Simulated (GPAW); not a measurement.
# Mn pairs in Ge: coupling against distance

Two Mn atoms replace host atoms of Ge on its sites. How does their coupling change with their distance?

Calculated with GPAW 26.7.0; PBE; plane waves with GPAW's PAW setups, scalar-relativistic.

## Step 1: Starting point

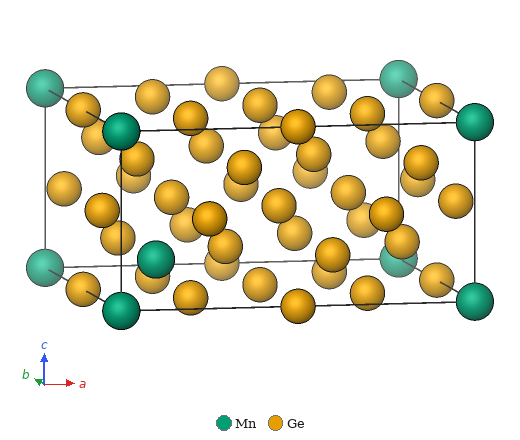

The starting structure, seen slightly off an axis (manganese teal, germanium orange). Some periodic images of atoms are drawn too.

This is the first member shown.

## Step 2: The first member

This run shows input and output; the others differ as the table says.

Input file order1.py:

```python
import json
import numpy as np
from ase import Atoms
from ase.parallel import paropen, parprint
from gpaw import GPAW

atoms = Atoms(['Mn', 'Mn', 'Ge', 'Ge', 'Ge', 'Ge', 'Ge', 'Ge', 'Ge', 'Ge', 'Ge', 'Ge', 'Ge', 'Ge', 'Ge', 'Ge', 'Ge', 'Ge', 'Ge', 'Ge', 'Ge', 'Ge', 'Ge', 'Ge', 'Ge', 'Ge', 'Ge', 'Ge', 'Ge', 'Ge', 'Ge', 'Ge'],
    cell=[[11.316, 0.0, 0.0],
         [0.0, 11.316, 0.0],
         [0.0, 0.0, 5.658]],
    scaled_positions=[[0.0, 0.0, 0.0],
         [0.125, 0.125, 0.25],
         [0.0, 0.25, 0.5],
         [0.125, 0.375, 0.75],
         [0.25, 0.0, 0.5],
         [0.375, 0.125, 0.75],
         [0.25, 0.25, 0.0],
         [0.375, 0.375, 0.25],
         [0.0, 0.5, 0.0],
         [0.125, 0.625, 0.25],
         [0.0, 0.75, 0.5],
         [0.125, 0.875, 0.75],
         [0.25, 0.5, 0.5],
         [0.375, 0.625, 0.75],
         [0.25, 0.75, 0.0],
         [0.375, 0.875, 0.25],
         [0.5, 0.0, 0.0],
         [0.625, 0.125, 0.25],
         [0.5, 0.25, 0.5],
         [0.625, 0.375, 0.75],
         [0.75, 0.0, 0.5],
         [0.875, 0.125, 0.75],
         [0.75, 0.25, 0.0],
         [0.875, 0.375, 0.25],
         [0.5, 0.5, 0.0],
         [0.625, 0.625, 0.25],
         [0.5, 0.75, 0.5],
         [0.625, 0.875, 0.75],
         [0.75, 0.5, 0.5],
         [0.875, 0.625, 0.75],
         [0.75, 0.75, 0.0],
         [0.875, 0.875, 0.25]],
    pbc=True,
    magmoms=[4.5, 4.5, 0.0, 0.0, 0.0, 0.0, 0.0, 0.0, 0.0, 0.0, 0.0, 0.0, 0.0, 0.0, 0.0, 0.0, 0.0, 0.0, 0.0, 0.0, 0.0, 0.0, 0.0, 0.0, 0.0, 0.0, 0.0, 0.0, 0.0, 0.0, 0.0, 0.0])
atoms.calc = GPAW(mode={'name': 'pw', 'ecut': 450},
    xc='PBE',
    kpts={'size': (3, 3, 5), 'gamma': True},
    occupations={'name': 'fermi-dirac', 'width': 0.05},
    convergence={'density': 1e-05, 'energy': 1e-05},
    maxiter=200,
    mixer={'name': 'pulay', 'beta': 0.05, 'nmaxold': 6, 'weight': 50},
    symmetry={'tolerance': 1e-4},
    txt='order1.txt')
e = atoms.get_potential_energy(force_consistent=True)
res = {'free_energy': e, 'energy_sigma0': atoms.get_potential_energy(), 'fermi_energy': atoms.calc.get_fermi_level()}
res['moments'] = atoms.get_magnetic_moments().tolist()
res['total'] = atoms.get_magnetic_moment()
parprint('site moments (muB):', np.round(res['moments'], 3))
parprint(f"total moment: {res['total']:.3f} muB")
parprint(f'free energy: {e:.6f} eV')
atoms.calc.write('order1.gpw')
with paropen('results.json', 'w') as f:
    json.dump(res, f)
```

On the command line:

```sh
$ OMP_NUM_THREADS=1 mpirun -n 4 gpaw python order1.py > order1.log
```

Numbers of over 12 decimals in the logs are rounded to 6 here.

What it wrote:

```text
site moments (muB): [ 3.067e+00  3.067e+00 -4.300e-02  2.000e-03 -4.300e-02  2.000e-03
 -4.600e-02  1.000e-03 -5.000e-03 -5.000e-03  2.000e-03 -4.300e-02
 -3.000e-03 -3.000e-03 -1.000e-03 -1.000e-03 -5.000e-03 -5.000e-03
 -3.000e-03 -3.000e-03  2.000e-03 -4.300e-02 -1.000e-03 -1.000e-03
 -4.000e-03 -4.000e-03 -3.000e-03 -3.000e-03 -3.000e-03 -3.000e-03
  1.000e-03 -4.600e-02]
total moment: 6.211 muB
free energy: -150.482369 eV

--- order1.txt ---
Input parameters:
  mode=PW(ecut=450),
  convergence={'density': 1e-05, 'energy': 1e-05},
  kpts=MonkhorstPack(size=(3, 3, 5), gamma=True),
  maxiter=200,
  mixer=Pulay(name='pulay', nmaxold=6, beta=0.05, weight=50, sigma=0.015, g_ss=None),
  occupations=Occupations(name='fermi-dirac', width=0.05),
  symmetry=Symmetry(tolerance=0.0001),
  xc=XC(name='PBE')

Diagonalizing LCAO Hamiltonian
Converting LCAO to pw mode
        .---------------------------.
       /|                           |
      / |                           |
     /  |  Ge            Ge         |
    /   |       Ge            Ge    |
   /  Ge|           Ge              |
  /    Ge         Ge Ge         Ge  |
 *      .--Ge------------Ge---------.
 |     / Ge Ge         Ge Ge       /
 | Ge /      Ge  Ge        Ge     /
 |   Ge Ge    Ge   Ge Ge    Ge   /
 |  /Mn            Ge           /
 | /      Ge            Ge     /
 |/                           /
 Mn------------Ge------------*

Atoms  # Å, Bohr magnetons
|    | symbol |        x |        y |        z |    initial magnetic moments |
|----|--------|----------|----------|----------|-----------------------------|
[...]
Zero:              0.472319
  External:          0.000000
  Xc:             -194.867174
  Entropy:          -0.041062
  Spinorbit:         0.000000
  ----------------------------
  Free energy:    -150.482369
  Extrapolated:   -150.461837

dipole moment: (-136.009290, -136.009290, -141.791598)  # |e|*Ang

Total magnetic moment: (0.000000, 0.000000, 6.210644)

Local magnetic moments
|        x |        y |         z |
|----------|----------|-----------|
| 0.000000 | 0.000000 |  3.066870 |  # Mn   0
| 0.000000 | 0.000000 |  3.066870 |  # Mn   1
| 0.000000 | 0.000000 | -0.042786 |  # Ge   2
| 0.000000 | 0.000000 |  0.002444 |  # Ge   3
| 0.000000 | 0.000000 | -0.042786 |  # Ge   4
[...]
| 0.000000 | 0.000000 | -0.002625 |  # Ge  28
| 0.000000 | 0.000000 | -0.002687 |  # Ge  29
| 0.000000 | 0.000000 |  0.001050 |  # Ge  30
| 0.000000 | 0.000000 | -0.045634 |  # Ge  31

Fermi level: 5.402
Eigenvalues  # (at kpt = [0.000, 0.000, 0.000])
| band index |      eig [eV] | occ [0-1] |      eig [eV] | occ [0-1] |
|------------|---------------|-----------|---------------|-----------|
|          0 |       -74.955 |     1.000 |       -71.571 |     1.000 |
|        ... |               |           |               |           |
|         67 |         3.902 |     1.000 |         4.559 |     1.000 |
|         68 |         3.932 |     1.000 |         5.096 |     0.998 |
|         69 |         4.035 |     1.000 |         5.359 |     0.704 |
|         70 |         4.121 |     1.000 |         5.385 |     0.584 |
[...]
|         79 |         6.364 |     0.000 |         6.645 |     0.000 |
|         80 |         6.685 |     0.000 |         6.724 |     0.000 |
|         81 |         6.692 |     0.000 |         6.732 |     0.000 |
|        ... |               |           |               |           |
|         99 |         8.905 |     0.000 |         9.031 |     0.000 |

No gap
No difference between direct/indirect transitions

[key lines of the parts left out:]
Converged in 34 steps
```

It took 16 min on 4 MPI ranks of Arm Neoverse V1, shared host; peak memory 2.6 GiB.

After 34 cycles the largest moment stands at 3.07 μB.

## Step 3: The series

All use a 3×3×5 mesh. Each member is run with parallel and with opposed moments. For E = −J e1·e2 with unit vectors, counted once a pair, J = (E_opposed − E_parallel) / 2n, n being the images of the partner at that distance, since the cell repeats. Farther images are folded into J, and in so small a cell they can weigh as much as the nearest, so J is an effective number of this cell and no pair coupling.

| distance (Å) | atoms, n | parallel (eV) | opposed (eV) | opposed less parallel (meV) | J (meV) | mean moment, parallel (μB) | mean moment, opposed (μB) | net moment, parallel (μB a cell) |
| --- | --- | --- | --- | --- | --- | --- | --- | --- |
| 2.45 | 32, 1 | -150.4824 | -150.9960 | -513.65 | -256.82 | 3.07 | 3.24 | 6.21 |
| 4.00 | 32, 2 | -151.1438 | -150.8173 | +326.47 | +81.62 | 3.19 | 3.22 | 6.11 |
| 5.66 | 32, 2 | -151.0421 | -150.8597 | +182.44 | +45.61 | 3.16 | 3.21 | 6.00 |

```
distance (Å) 4.00: J = +326.47 / (2 × 2) = +81.62 meV
```

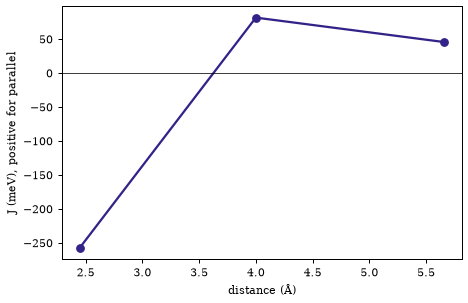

Coupling along the series.

## Step 4: Outcome

```
strongest coupling : -256.82 meV at distance (Å) 2.45
parallel lower at  : 4.00, 5.66
opposed lower at   : 2.45
```

The sign of the coupling changes along the series; it is strongest at distance (Å) 2.45, -256.82 meV, and stands at +45.61 meV for the last member. Differences under about 1 meV are not resolved, and mesh and smearing were not tested in this series. The atoms were not relaxed, which can shift moments and couplings. The cells are small and neutral, with no compensating defects, so carriers and concentrations exceed those of most samples. Trends hold for the rows shown; the series may have further members. Spin–orbit coupling is left out.

[Logs and program files are shortened in this print: banners, set-up blocks, solver, clock and traceback lines can be left out without a mark of their own.]

[Logs are printed without paths, hosts, clocks, repeated set-up lines and the standing remarks that a program may print on its own settings, such as how far it seeks lower states.]

[Hosts, paths, dates, database ids (printed as entryN), source tags and the programs' standing remarks are cut or masked in the printed files.]

[Where a cell is said to come from a database of computed structures, the database is the Materials Project.]
